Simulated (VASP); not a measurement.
Band structure of NiAl (relaxed from the rock salt structure, space group Fm-3m). Calculation: PBEsol GGA, VASP's PBE PAW potentials (set 64) (plane waves; VASP).

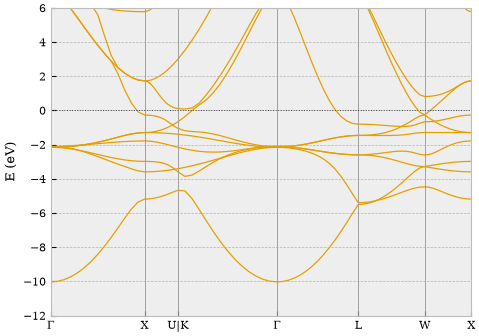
Fig. 1. Bands along high-symmetry lines, zero at the valence-band maximum or, without a gap, the Fermi level

Problem. Read the plot: is there a gap, and where are the band edges?

Solution. It has no gap at this level: it comes out as a metal or semimetal. (Edges off the drawn lines would not show.)

The structure was generated: NiAl was put into the rock salt type (Fm-3m), which need not be its known phase. It was relaxed first, which changed the volume by -26 %. The run is not spin-polarised, so no magnetic state was tried. The electron count is odd and the run is not spin-polarised, which forces a metal.
